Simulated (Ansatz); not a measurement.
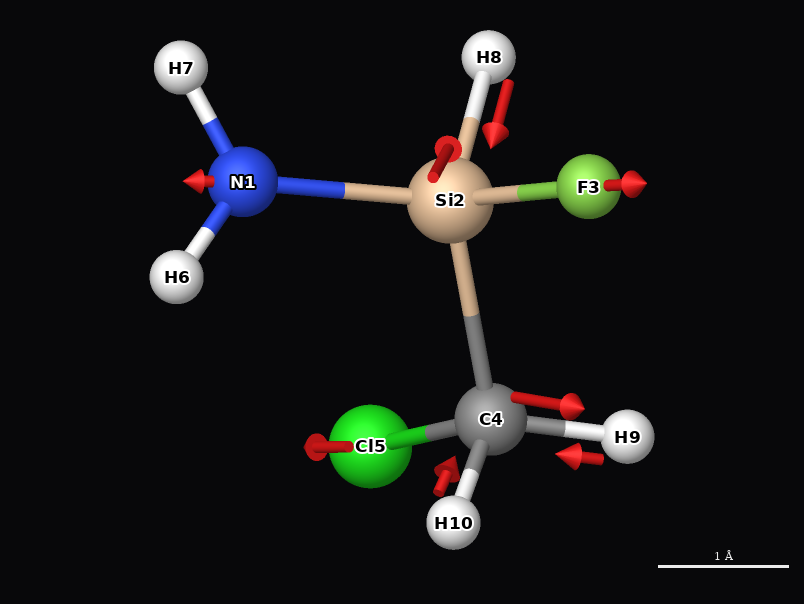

Arrows show the forces on the atoms, 4 Å of arrow for 1 eV/Å; forces under a tenth of the largest aren't drawn. Level of theory: ωB97M-V/def2-TZVPP (Ansatz 0.2.0).

### On which atom is the force largest, and how large is it?

On Si2: 0.26 eV/Å.

List the force components in the frame of the picture (x right, y up, z towards the viewer), in eV/Å.

| atom | Fx | Fy | Fz |
| --- | --- | --- | --- |
| N1 | −0.06 | 0.00 | 0.02 |
| Si2 | 0.04 | 0.07 | −0.25 |
| F3 | 0.08 | 0.00 | 0.09 |
| C4 | 0.14 | −0.02 | 0.18 |
| Cl5 | −0.09 | 0.00 | −0.13 |
| H6 | 0.00 | 0.02 | 0.00 |
| H7 | 0.00 | −0.02 | 0.01 |
| H8 | −0.03 | −0.13 | 0.10 |
| H9 | −0.09 | 0.01 | 0.04 |
| H10 | 0.03 | 0.07 | −0.05 |
